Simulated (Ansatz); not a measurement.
**[BH4]− (borohydride) at 6 levels**

Aim: a comparison of 6 runs (B3LYP/3-21G, HSE06/6-31G, PBE/3-21G, PBE/6-31G, SVWN5/3-21G, FCI/3-21G) of [BH4]− (borohydride). 

Program for the calculation: Ansatz 0.2.0.

5 further runs of the same task are left out: 4 that didn't finish, 1 set aside as unsound or not needed.

## (1) Starting point

The species is [BH4]− (5 atoms), meant as a singlet with charge -1. SMILES: `[BH4-]`. The H2–B1 distance was set to 3.070 Å, away from the relaxed value. At this shape a bond of the SMILES string is far longer than usual.

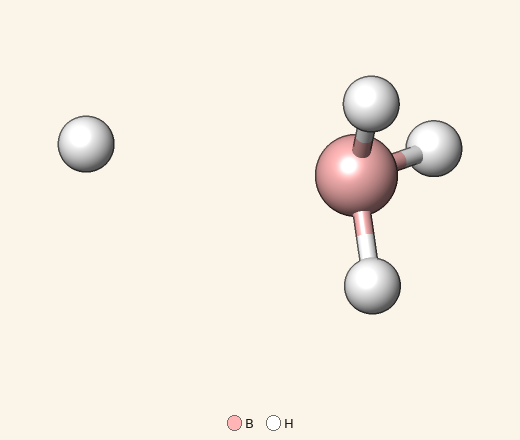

Viewed from a chosen angle; boron pink, hydrogen white.

## (2) The energy at B3LYP/3-21G (run 1)

The input, job.yaml:

```yaml
crystal:
  periodic: [false, false, false]
  atoms:
    - symbol: B
      position_ang: [-1.025238, -1.495087, -0.326809]
    - symbol: H
      position_ang: [0.683660, 0.997010, 0.217690]
    - symbol: H
      position_ang: [-0.298998, -2.483747, -0.393769]
    - symbol: H
      position_ang: [-1.625748, -1.355557, -1.390059]
    - symbol: H
      position_ang: [-1.835028, -1.643637, 0.586151]
basis:
  gaussian: {orbitals: 3-21G.json}
total_charge: -1
hamiltonian: {xc: {name: B3LYP}}
accuracy: high
```

The basis set 3-21G is read from a file made from the Basis Set Exchange's data (not shown).

The run is started by

```sh
ansatz run job.yaml --threads 1 --pin off --max-ram 2610MiB --events-out events.jsonl --progress --plain --runs-dir runs
```

Standard output:

```text
Warning: RAYON_NUM_THREADS=1 ignored (pool sized by the plan → 1); use --threads N
Functional definition: B3LYP
  name "B3LYP"
  parameter a0 = 0.2
  parameter ax = 0.72
  parameter ac = 0.81
  exchange = (1 - a0 - ax)*slater_x + ax*b88_x + a0*exact_x
  correlation = (1 - ac)*vwn_rpa_c + ac*lyp_c
333 factors; integrals over basis functions are off by at most 4.6e-9 eV
mean field evaluation 1: about -731.7961 eV, gradient 1.5e1 eV
mean field evaluation 2: about -717.0914 eV, gradient 4.2e1 eV
mean field evaluation 4: about -733.7731 eV, gradient 1.8e0 eV
mean field evaluation 8: about -733.7567 eV, gradient 1.5e-1 eV
mean field evaluation 16: about -733.7568 eV, gradient 1.7e-7 eV
mean field -733.75683852 eV, -26.9650664572 hartree, gradient 1.3e-8 eV, S^2 0.000000; 0 other end points of the search recorded, 0 dependent functions left out
reference -733.75686917 eV, -26.9650675838 hartree; 5, 5 occupied and 12, 12 virtual orbitals, 333 factors
Total energy: -733.75686917 eV, -26.9650675838 hartree
```

Run time: 0.75 s. Hardware: 1 thread of Intel Xeon Platinum 8259CL at 2.50GHz (Skylake/Cascade Lake), shared host; peak memory 0.1 GiB.

## (3) A single-point energy at HSE06/6-31G (run 2)

Changes to job.yaml since step 2:

```diff
@@ -1 +1,4 @@
+basis:
+  gaussian:
+    orbitals: 6-31G
 crystal:
@@ -13,6 +16,5 @@
       position_ang: [-1.835028, -1.643637, 0.586151]
-basis:
-  gaussian: {orbitals: 3-21G.json}
 total_charge: -1
-hamiltonian: {xc: {name: B3LYP}}
+hamiltonian:
+  xc: hse06
 accuracy: high
```

The run is started by

```sh
ansatz run job.yaml --threads 1 --pin off --max-ram 2610MiB --events-out events.jsonl --progress --plain --runs-dir runs
```

Standard output:

```text
Warning: RAYON_NUM_THREADS=1 ignored (pool sized by the plan → 1); use --threads N
Functional definition: HSE06
  name "HSE06"
  parameter a = 0.25
  parameter omega = 0.11/bohr
  exchange = pbe_x - a*pbe_x_sr(omega) + a*exact_x_sr(omega)
  correlation = pbe_c
408 factors; integrals over basis functions are off by at most 4.5e-9 eV
74 factors; integrals over basis functions are off by at most 2.5e-10 eV
mean field evaluation 1: about -734.1893 eV, gradient 1.5e1 eV
mean field evaluation 2: about -718.1271 eV, gradient 4.4e1 eV
mean field evaluation 4: about -736.0332 eV, gradient 1.2e0 eV
mean field evaluation 8: about -736.0339 eV, gradient 9.2e-2 eV
mean field evaluation 16: about -736.0339 eV, gradient 6.0e-8 eV
mean field -736.03389738 eV, -27.0487468269 hartree, gradient 6.1e-8 eV, S^2 0.000000; 0 other end points of the search recorded, 0 dependent functions left out
reference -736.03389952 eV, -27.0487469057 hartree; 5, 5 occupied and 12, 12 virtual orbitals, 408 factors
Total energy: -736.03389952 eV, -27.0487469057 hartree
```

Wall time 1 s (1 thread of Intel Xeon Platinum 8259CL at 2.50GHz (Skylake/Cascade Lake), shared host); peak memory 0.1 GiB.

Run 3 isn't shown in full; the table further down has it.

## (4) A single-point energy at PBE/6-31G (run 4)

The input, job.yaml:

```yaml
crystal:
  periodic: [false, false, false]
  atoms:
    - {symbol: B, position_ang: [-1.025238, -1.495087, -0.326809]}
    - {symbol: H, position_ang: [0.683660, 0.997010, 0.217690]}
    - {symbol: H, position_ang: [-0.298998, -2.483747, -0.393769]}
    - {symbol: H, position_ang: [-1.625748, -1.355557, -1.390059]}
    - {symbol: H, position_ang: [-1.835028, -1.643637, 0.586151]}
basis:
  gaussian:
    orbitals: 6-31G
total_charge: -1
hamiltonian:
  xc: pbe
accuracy: high
```

The run is started by

```sh
ansatz run job.yaml --threads 1 --pin off --max-ram 2610MiB --events-out events.jsonl --progress --plain --runs-dir runs
```

Standard output:

```text
Warning: RAYON_NUM_THREADS=1 ignored (pool sized by the plan → 1); use --threads N
Functional definition: PBE
  name "PBE"
  parameter kappa = 0.804
  parameter beta = 0.06672455060314922
  exchange = pbe_x(kappa = kappa, mu = beta*pi^2/3)
  correlation = pbe_c(beta = beta)
408 factors; integrals over basis functions are off by at most 4.5e-9 eV
mean field evaluation 1: about -733.7043 eV, gradient 1.6e1 eV
mean field evaluation 2: about -715.2720 eV, gradient 4.6e1 eV
mean field evaluation 4: about -735.8508 eV, gradient 5.4e0 eV
mean field evaluation 8: about -735.8508 eV, gradient 5.4e0 eV
mean field evaluation 16: about -736.0039 eV, gradient 4.5e-7 eV
mean field -736.00388088 eV, -27.0476437410 hartree, gradient 7.4e-9 eV, S^2 0.000000; 0 other end points of the search recorded, 0 dependent functions left out
reference -736.00388302 eV, -27.0476438196 hartree; 5, 5 occupied and 12, 12 virtual orbitals, 408 factors
Total energy: -736.00388302 eV, -27.0476438196 hartree
```

Wall time 0.79 s (1 thread of Intel Xeon Platinum 8259CL at 2.50GHz (Skylake/Cascade Lake), shared host); peak memory 0.1 GiB.

Run 5 isn't shown in full; the table further down has it.

## (5) A single-point energy at FCI/3-21G (run 6)

Changes to job.yaml since step 4:

```diff
@@ -10,6 +10,7 @@
   gaussian:
-    orbitals: 6-31G
+    orbitals: 3-21G.json
 total_charge: -1
-hamiltonian:
-  xc: pbe
+correlation:
+  method: fci
+  frozen_orbitals: {B: 1, H: 0}
 accuracy: high
```

The basis set 3-21G is read from a file made from the Basis Set Exchange's data (not shown).

The run is started by

```sh
ansatz run job.yaml --threads 1 --pin off --max-ram 2610MiB --events-out events.jsonl --progress --plain --runs-dir runs
```

Standard output:

```text
Warning: RAYON_NUM_THREADS=1 ignored (pool sized by the plan → 1); use --threads N
Functional definition: HF
  name "HF"
  exchange = exact_x
  correlation = 0
333 factors; integrals over basis functions are off by at most 4.6e-9 eV
mean field evaluation 1: about -723.8059 eV, gradient 1.8e1 eV
mean field evaluation 2: about -723.7974 eV, gradient 1.7e1 eV
mean field evaluation 4: about -725.6002 eV, gradient 1.2e0 eV
mean field evaluation 8: about -725.6076 eV, gradient 9.5e-4 eV
mean field -725.60756380 eV, -26.6655861352 hartree, gradient 3.8e-8 eV, S^2 0.000000; 0 other end points of the search recorded, 0 dependent functions left out; unrestricted orbitals would lower it
mean field evaluation 16: about -726.2545 eV, gradient 4.2e-2 eV
1 core orbitals not correlated: weight in the atoms' cores, before any rotation towards them, 1.000 or more for the frozen orbitals, at most 0.000 for the correlated occupied ones
reference -725.60756380 eV, -26.6655861352 hartree; 4, 4 occupied and 12, 12 virtual orbitals, 333 factors
state -728.87819002 eV, -26.7857794319 hartree
Total energy: -728.87819002 eV, -26.7857794319 hartree
```

It took 15 s on 1 thread of Intel Xeon Platinum 8259CL at 2.50GHz (Skylake/Cascade Lake), shared host; peak memory 0.33 GiB.

## (6) The series

```tsv
run	level	frozen core orbitals	energy (Eh)	wall time
1	B3LYP/3-21G	–	-26.965068	0.75 s
2	HSE06/6-31G	–	-27.048747	1 s
3	PBE/3-21G	–	-26.897952	0.77 s
4	PBE/6-31G	–	-27.047644	0.79 s
5	SVWN5/3-21G	–	-26.609832	0.5 s
6	FCI/3-21G	1	-26.785779	15 s
```

## (7) Summary of results

```
                                         quantity         value
                              run 6: total energy  -26.78578 Eh
run 6: correlation energy (1 core orbital frozen)    -120.2 mEh
```

What this shows: Totals of different functionals can't be ranked against each other. All runs together took 19 s, the longest 15 s.
